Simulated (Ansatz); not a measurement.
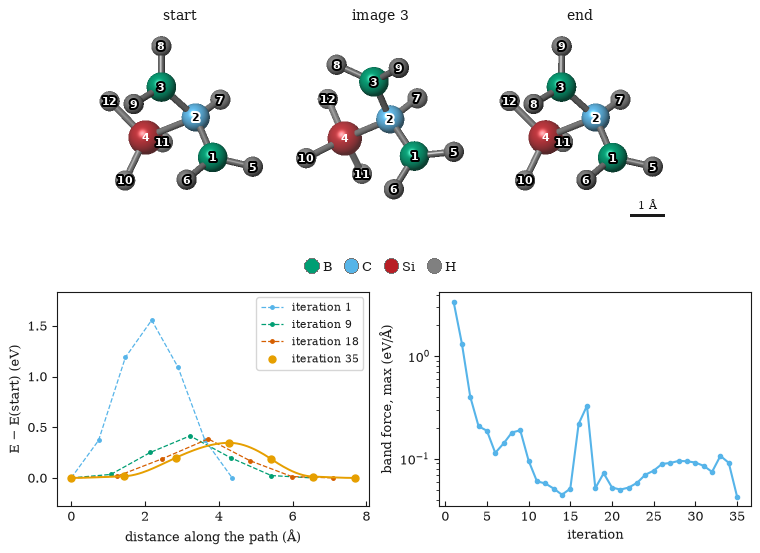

A search for the minimum-energy path of CH8B2Si by the nudged elastic band. Images are numbered from 0 (start) to 6 (end). The plot follows the band through its iterations. A ball-and-stick model, seen from a free direction.

These are results of RKS PBE/def2-SVP in Ansatz 0.2.0, not measurements. Set-up: 5 movable images; climbing image; force threshold 0.05 eV/Å; iteration limit 60; starting path by image-dependent pair potential.

### How did the profile develop, and is the result final?

The result is final at these settings. The band converged in 35 iterations. The largest component of the band force went from 3.4 to 0.043 eV/Å. The climbing image converged on the top of the path. Its vibrational analysis gives one imaginary mode (200i cm⁻¹), as a transition state must have. The first iteration put the highest image at 1.56 eV. The barrier is about 0.35 eV in both directions, with image 3 at the top; the ends have the same energy.

The run took 4.7 min on 2 threads of Arm Neoverse V1 (shared host), peak memory 0.13 GiB.
